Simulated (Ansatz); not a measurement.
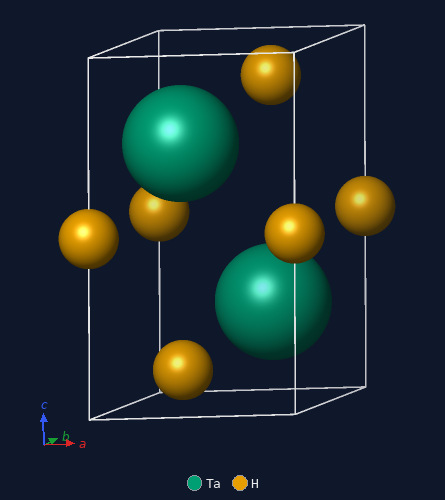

An orthographic spheres-only view of the structure, slightly off an axis. One simulation cell is framed, with atoms on its boundary repeated.

Input deck:
```yaml
crystal:
  lattice:
    - [2.7243101882, -1.4904928529, 0.0096559394]
    - [2.7243101882, 1.4904928529, 0.0096559394]
    - [-0.0844581622, 0.0, 5.3725710993]
  atoms:
    - { symbol: Ta, position: [0.666752626, 0.666752626, 0.2664750077] }
    - { symbol: Ta, position: [0.333247374, 0.333247374, 0.7335249923] }
    - { symbol: H, position: [0.0, 0.0, 0.5] }
    - { symbol: H, position: [0.6606930603, 0.6606930603, 0.8928761829] }
    - { symbol: H, position: [0.3393069397, 0.3393069397, 0.1071238171] }
basis:
  ecutwfc: 420
kpoints:
  mp_grid: { grid: [14, 14, 8] }
  band_path:
    path:
      - [[0.0, 0.0, 0.0], [-0.32484204, 0.32484204, 0.0]]
      - [[-0.67515796, -0.32484204, 0.0], [-0.5, -0.5, 0.0], [0.0, 0.0, 0.0], [-0.5, -0.5, 0.5], [-0.6760819, -0.3239181, 0.5]]
      - [[-0.3239181, 0.3239181, 0.5], [0.0, 0.0, 0.5], [0.0, 0.0, 0.0]]
      - [[-0.5, 0.0, 0.5], [0.0, 0.0, 0.0], [-0.5, 0.0, 0.0]]
    npoints: 14
hamiltonian:
  xc: pbe
scf:
  occupations: { method: gaussian, width: 0.1 }
  n_extra_bands: 12
output:
  forces: true
  stress: true
  eigenvalues: true
  populations: true
  dos: { projected: true, de: 0.02, nscf_kmesh: { grid: [17, 17, 10] } }
  bader: true
  write_density: true
  write_potential: true
  elf: true
  volumetric_format: npy
```
Run as:
```sh
ansatz run input.yaml --threads 1 --pin off --max-ram 2560MiB --backend cpu --events-out ev --progress --plain --runs-dir out
```

Results below were computed with Ansatz, DFT PBE, scalar-relativistic, plane waves, PAW; the settings were a cutoff energy of 420 eV, a 14×14×8 sampling of the Brillouin zone, Gaussian smearing of 0.1 eV, no spin polarisation.

**List the Bader charges.**

Ta +0.92 e; H -0.61 e.

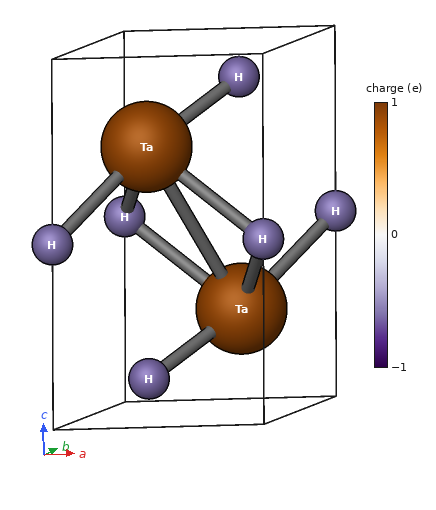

The atoms coloured by those charges.

The model was built from a structure type filled with these elements by a generator (whether the compound takes this form wasn't checked). Earlier steps of the study, as a rule a relaxation of our own, may have changed the cell and positions, so they can lie some per cent off the listed ones. Ansatz was used for an electronic-structure calculation on it.
